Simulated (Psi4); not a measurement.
**GeH2S (SMILES [SH][GeH]) at MP3/cc-pVTZ**

What is the vertical ionisation energy of GeH2S at MP3/cc-pVTZ? 

The calculation is run with Psi4 1.11.

## 1. Starting point

GeH2S: 4 atoms, total charge 0, spin state singlet. SMILES: `[SH][GeH]`. The shape is that of a PBE0-D4/def2-TZVP optimisation.

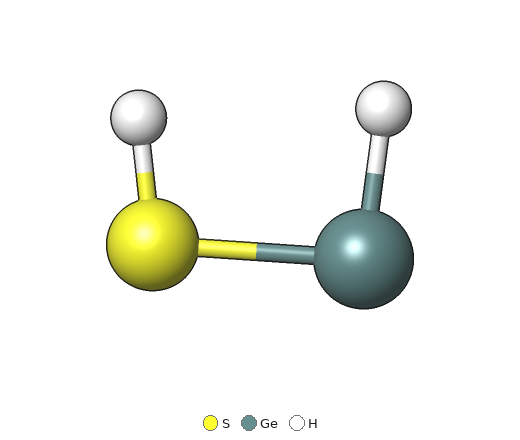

Viewed from a chosen angle; sulfur yellow, germanium teal, hydrogen white.

## 2. The energy at MP3/cc-pVTZ

Contents of job.dat:

```
memory 1600 mb

molecule system {
  0 1
  S     -0.443300    -1.201800     0.271700
  Ge    -0.841700     0.737900    -0.743600
  H      0.779200    -0.962100     0.771200
  H      0.561200     1.365900    -0.319400
  symmetry c1
  no_reorient
  no_com
}

set puream true
set e_convergence 1e-09
set d_convergence 1e-08
set scf_type pk
set num_frozen_docc 14
set mp_type conv

energy("mp3/cc-pVTZ")
print_variables()
```

The run is started by

```sh
$ psi4 -i job.dat -o job.out -n 1
```

job.out:

```text
Psi4 1.11 release

   => Loading Basis Set <=

    Name: CC-PVTZ
    Role: ORBITAL
    Keyword: BASIS

         ---------------------------------------------------------
                                   SCF
                              RHF Reference
                        1 Threads,   1525 MiB Core
         ---------------------------------------------------------

  ==> Geometry <==

    Molecular point group: c1
    Full point group: C1

    Geometry (in Angstrom), charge = 0, multiplicity = 1:

       Center              X                  Y                   Z               Mass
    ------------   -----------------  -----------------  -----------------  -----------------
         S           -0.443300000000    -1.201800000000     0.271700000000    31.972071174400
         GE          -0.841700000000     0.737900000000    -0.743600000000    73.921177761000
         H            0.779200000000    -0.962100000000     0.771200000000     1.007825032230
         H            0.561200000000     1.365900000000    -0.319400000000     1.007825032230

  Running in c1 symmetry.

  Rotational constants: A =      0.38997  B =      0.11273  C =      0.08745 [cm^-1]
  Rotational constants: A =  11690.88192  B =   3379.70947  C =   2621.83160 [MHz]
  Nuclear repulsion =  147.947927550731919

[... 76 lines left out ...]
   @RHF iter   3: -2474.11477043307559   -5.23390e-01   8.41717e-04 DIIS/ADIIS
[... 4 lines left out ...]
   @RHF iter   8: -2474.12144676158459   -4.60513e-06   3.53551e-06 DIIS
[... 4 lines left out ...]
   @RHF iter  13: -2474.12144710946313   -8.18545e-12   4.89140e-09 DIIS
[... 35 lines left out ...]
    One-Electron Energy =               -3741.6151437640723998
[... 18 lines left out ...]
 Dipole Z            :         35.8855048          -35.8976154           -0.0121107
[... 87 lines left out ...]
  LS_THC_WEIGHTS_TOLERANCE      => (empty)
[... 54 lines left out ...]
  R_CONVERGENCE                 => (empty)
[... 49 lines left out ...]
	SOS-PI-MP2 Total Energy (a.u.)     : -2474.49182858438689
[... 30 lines left out ...]
  "HF TOTAL ENERGY"                        =>   -2474.121447109463
[... 27 lines left out ...]
  "SCS(N)-MP2 TOTAL ENERGY"                =>   -2474.273401992011
[... 9 lines left out ...]
  "SOS-PI-MP2 TOTAL ENERGY"                =>   -2474.491828584387
[... 2 lines left out ...]
  Array Variable Map:
  ----------------------------------------------------------------------------
  "CURRENT DIPOLE"                         =>       0.305143086411 ... -0.012110668634 1 by 3
  "SCF DIPOLE"                             =>       0.305143086411 ... -0.012110668634 1 by 3
  "SCF TOTAL ENERGIES"                     =>   -2469.657393732573 ... -2474.121447109463 1 by 14

    Psi4 run time: 0:01:29.25
```

Wall time 91 s (1 thread of Intel Xeon Platinum 8259CL at 2.50GHz (Skylake/Cascade Lake), shared host); peak memory 1.2 GiB.

## 3. The doublet cation at the same level

Contents of geh2s.xyz:

```xyz
4
GeH2S
S     -0.443300    -1.201800     0.271700
Ge    -0.841700     0.737900    -0.743600
H      0.779200    -0.962100     0.771200
H      0.561200     1.365900    -0.319400
```

Contents of calc.py:

```python
import psi4

psi4.set_memory('1600 MB')
psi4.set_num_threads(1)
psi4.set_output_file('psi4.out', False)

with open('geh2s.xyz') as f:
    atoms = ''.join(f.readlines()[2:])
mol = psi4.geometry('1 2\n' + atoms + 'symmetry c1')

options = {'basis': 'cc-pVTZ', 'reference': 'uhf', 'puream': True, 'e_convergence': 1e-09, 'd_convergence': 1e-08, 'scf_type': 'pk', 'num_frozen_docc': 14, 'maxiter': 200, 'mp_type': 'conv'}
psi4.set_options(options)

result, w = psi4.energy('mp3', return_wfn=True)
print('E =', round(result, 9))
```

The run is started by

```sh
$ python calc.py
```

psi4.out, shortened:

```text
[...]
  Running in c1 symmetry.
[...]
  Nuclear repulsion =  147.947927550731919
[...]
   @UHF iter   2: -2473.21008222569662   -6.42963e-01   1.44455e-02 DIIS/ADIIS
[...]
   @UHF iter  17: -2473.80876454854433   -1.51599e-08   1.65382e-07 DIIS
[...]
	SCS-MP2 Total Energy (a.u.)        : -2474.12309913786930
[...]
	MP2 Total Energy (a.u.)            : -2474.12898112662606
[...]
	SCS-MP3 Total Energy (a.u.)        : -2474.12894661858809
[...]
	MP3 Total Energy (a.u.)            : -2474.15237104950165
[...]
```

The script printed:

```text
E = -2474.15237105
```

It took 1.7 min on 1 thread of Intel Xeon Platinum 8259CL at 2.50GHz (Skylake/Cascade Lake), shared host; peak memory 1.2 GiB.

## 4. Results

At MP3/cc-pVTZ, 14 core orbitals frozen:

```
                                                                  quantity           value
                                               singlet GeH2S: total energy  -2474.49810 Eh
                        singlet GeH2S: HOMO energy (Hartree–Fock orbitals)        -9.46 eV
                        singlet GeH2S: LUMO energy (Hartree–Fock orbitals)         0.38 eV
                      singlet GeH2S: HOMO–LUMO gap (Hartree–Fock orbitals)         9.84 eV
               singlet GeH2S: correlation energy (14 core orbitals frozen)      -376.7 mEh
                                              doublet cation: total energy  -2474.15237 Eh
doublet cation: HOMO energy (Hartree–Fock orbitals) (highest over α and β)       -16.37 eV
 doublet cation: LUMO energy (Hartree–Fock orbitals) (lowest over α and β)        -7.62 eV
              doublet cation: correlation energy (14 core orbitals frozen)      -343.6 mEh
                                                      doublet cation: ⟨S²⟩           0.773
                        vertical ionisation energy (to the doublet cation)        9.408 eV
```

What this shows: Removing an electron at fixed nuclei costs 9.41 eV (217 kcal/mol).
